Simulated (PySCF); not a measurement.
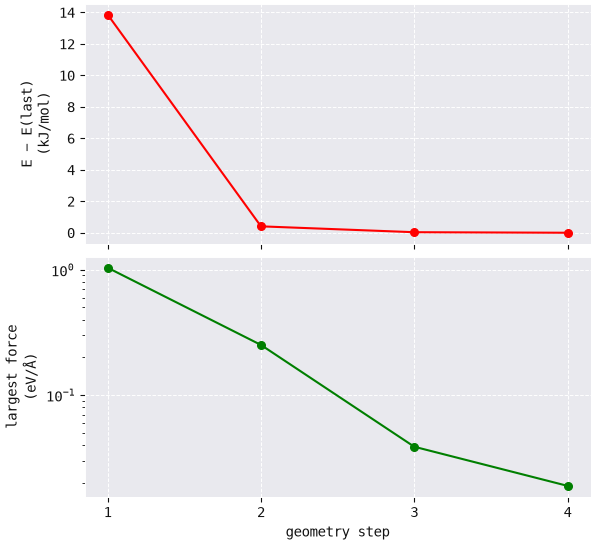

History of a geometry optimisation.

The run: an isomer of formula C₃H₁₂BOP, by PySCF 2.14.0, density fitting, PBE0-D3(BJ)/def2-SVP, geometry optimisation.

How did the optimisation end?

The optimisation met its thresholds at geometry 4, counting the start as the first. The energy fell by about 14 kJ/mol from the first step to the last. The largest force goes from about 1 eV/Å at the start to 0.019 eV/Å at the end.
